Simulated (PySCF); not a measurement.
## Electronic structure of C$_{6}$H$_{13}$FOSi$_{2}$ in real space

```
atom    x (Å)    y (Å)    z (Å)
   C  -2.4876   3.5102  -0.7091
   C  -2.2926   2.3710  -0.3989
   C  -2.0707   0.9739  -0.0687
   F  -3.1027   0.2048  -0.5900
   C  -0.7372   0.4798  -0.6277
   C  -0.4594  -0.9859  -0.2946
  Si  -0.3424  -1.3263   1.5878
   C   0.8886  -1.3901  -0.8713
   O   1.8839  -0.9602   0.0187
  Si   3.3258  -0.2942  -0.3022
   H  -2.6506   4.5164  -0.9584
   H  -2.1171   0.8341   1.0208
   H   0.0562   1.1089  -0.2184
   H  -0.7536   0.6160  -1.7148
   H  -1.2392  -1.5959  -0.7575
   H   0.3854  -2.5720   1.8079
   H  -1.7081  -1.4961   2.1011
   H   0.2845  -0.1932   2.2666
   H   1.0519  -0.9645  -1.8690
   H   0.9553  -2.4815  -0.9548
   H   3.1649   0.9126  -1.1222
   H   3.7641  -0.0174   1.0549
   H   4.1959  -1.2233  -1.0309
```

Geometry: GFN2-xTB.

Method: PBE0/pcSseg-1, SCF density, gas phase, non-relativistic (PySCF).

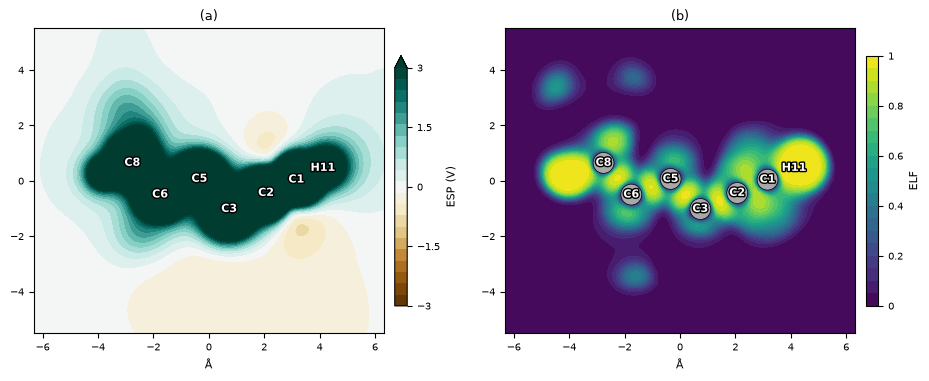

Figure 1. (a) molecular electrostatic potential; (b) electron localisation function on the plane of atoms C2, C3 and C5. Grey discs cover the atomic cores in the ELF map.

> What do the fields say about this system?

The section cuts through C and H sites.
C–C (1.20 Å): the ELF peaks at about 0.85 between the atoms: a short, multiple covalent bond.
C–H (1.05 Å): the ELF climbs to about 1 towards the hydrogen, as it does in any bond to H; an ordinary covalent bond to hydrogen.
Outside the dense part of the molecule the potential is most negative (−0.8 V) near C1.

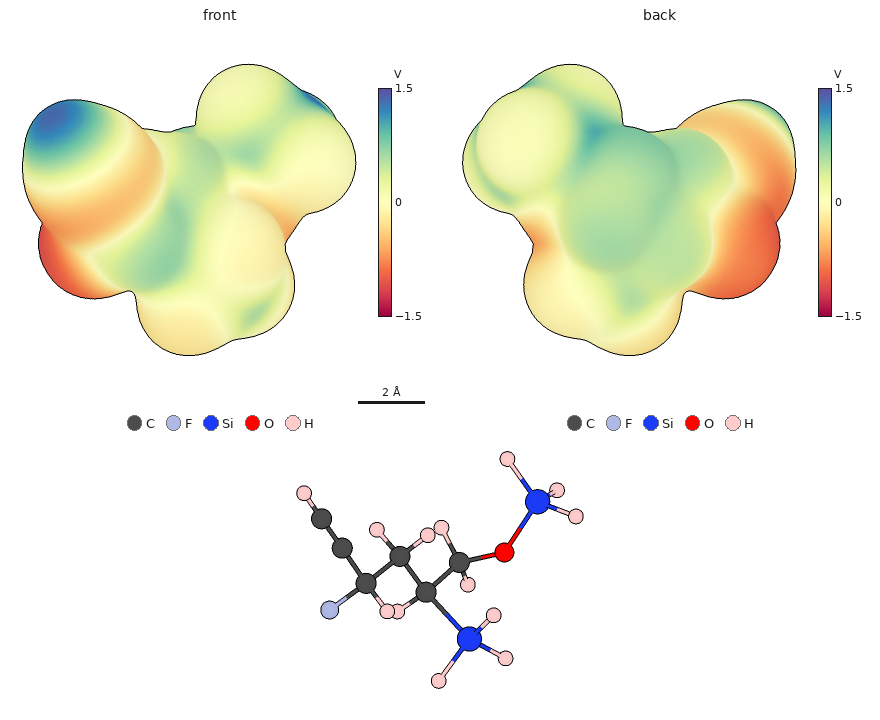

Figure 2. The molecular electrostatic potential painted on the density surface at 0.001 e/bohr³, seen from the front and from behind; red is negative and blue positive. The bare structure is drawn below in the same view.

> Which sites attract a positive test charge, and which a negative one?

A positive charge is drawn to the negative regions and a negative charge to the positive ones. The most negative region (about −1.1 V, or −25 kcal/mol for a unit charge) lies over F4, the most positive (about +1.3 V, or +30 kcal/mol for a unit charge) over Si10 and H11.
